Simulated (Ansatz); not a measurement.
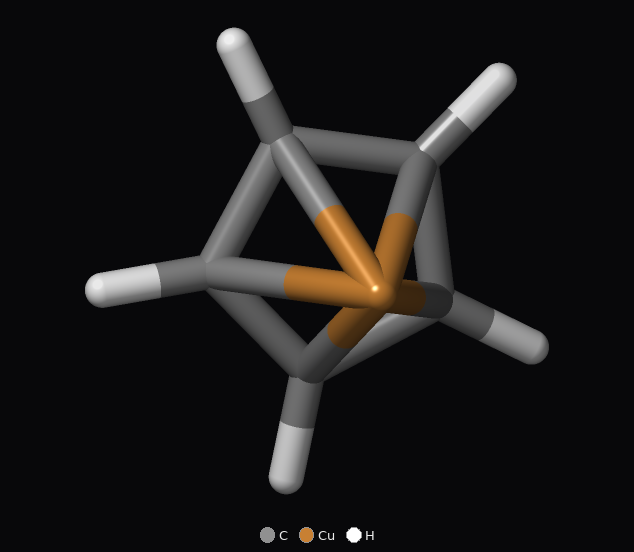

Every bond is drawn as one stick, whatever its order.

The species is neutral and a spin singlet.

**Give the formula.**

C₅H₅Cu, 11 atoms: 5 carbon, 5 hydrogen and 1 copper.

**Give a SMILES string for it.**

[C@H]12[C@@H]3[C@@H]4[C@@H]5[C@H]1[Cu]2345

**Give the symmetry (Schoenflies symbol).**

C5v.

The parts below concern this one geometry. Atoms keep their numbers from picture to picture. The computed structure is the end point of a PBE0-D4/def2-TZVP optimisation. Other spin states may lie lower.

## Shape

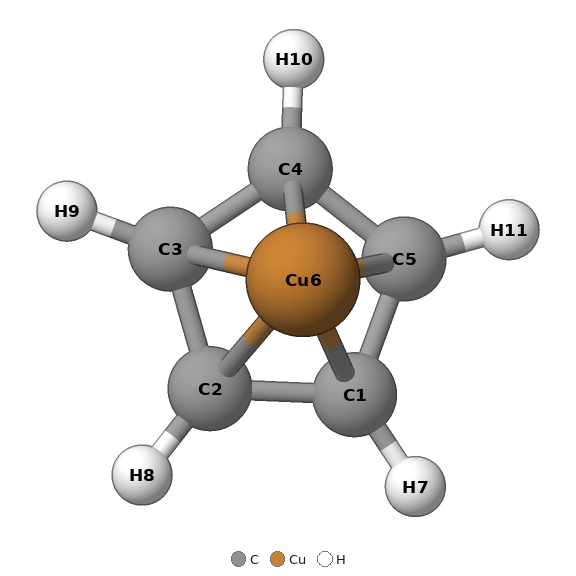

**What is the dihedral angle Cu6–C1–C5–C4?**

62° in size, that is gauche.

## Levels of theory compared

Program: Ansatz 0.2.0.

At this fixed geometry, give dipole (D), HOMO energy (eV) at these levels: B3LYP-D4/def2-TZVPP; PBE-D4/def2-TZVPP; r2SCAN-D4/def2-TZVPP; ωB97M-V/def2-TZVPP.

| level | dipole (D) | HOMO energy (eV) |
| --- | --- | --- |
| B3LYP-D4/def2-TZVPP | 2.52 | −5.48 |
| PBE-D4/def2-TZVPP | 2.28 | −4.52 |
| r2SCAN-D4/def2-TZVPP | 2.48 | −4.58 |
| ωB97M-V/def2-TZVPP | 2.62 | −7.85 |

## Thermal motion

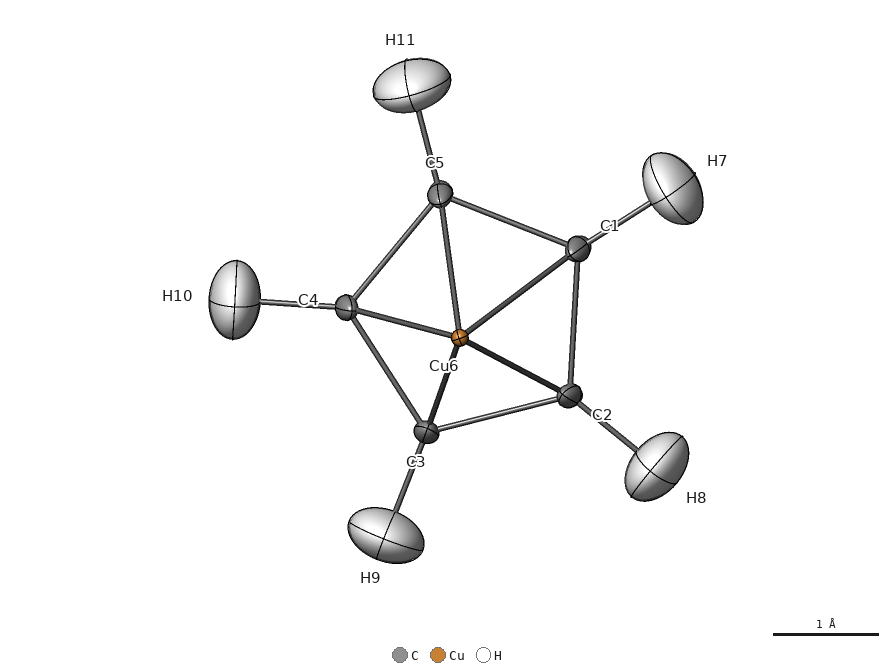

Displacement ellipsoids at the 50 % level, enlarged 2 times, from the internal vibrations of the free molecule (harmonic, no overall translation or rotation; no half-axis is drawn under 0.075 Å). Vibrations computed with RKS PBE0-D4/def2-TZVP (Ansatz 0.2.0). Temperature: 298 K.

**Which atom moves most?**

H7, H8, H9, H10, H11, with U_eq = 0.0178 Å².

**Does H8 move more along its bond or across it?**

Across it: the root-mean-square amplitude is 0.081 Å along the bond and up to 0.180 Å across, since bending and torsion are softer than stretching.

List U_eq and the three principal root-mean-square amplitudes for each kind of atom.

```
            atom  U_eq (Å²)   rms amplitudes (Å)
 C1, C2, C3, C4…     0.0031  0.034, 0.039, 0.081
             Cu6    0.00069  0.026, 0.026, 0.027
H7, H8, H9, H10…     0.0178  0.079, 0.122, 0.180
```

## Charges

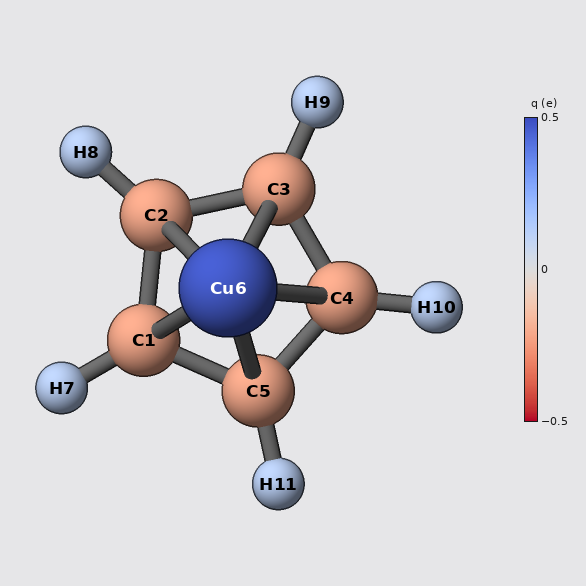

Atoms are coloured by their Mulliken charges. Properties computed with RKS B3LYP-D4/def2-TZVPP (Ansatz 0.2.0).

List the Mulliken charges.

```json
{"atom": "C1", "value (e)": "−0.20"}
{"atom": "C2", "value (e)": "−0.20"}
{"atom": "C3", "value (e)": "−0.20"}
{"atom": "C4", "value (e)": "−0.20"}
{"atom": "C5", "value (e)": "−0.20"}
{"atom": "Cu6", "value (e)": "0.46"}
{"atom": "H7", "value (e)": "0.11"}
{"atom": "H8", "value (e)": "0.11"}
{"atom": "H9", "value (e)": "0.11"}
{"atom": "H10", "value (e)": "0.11"}
{"atom": "H11", "value (e)": "0.11"}
```

Mulliken values depend strongly on the basis set and can even reverse the polarity of a bond.
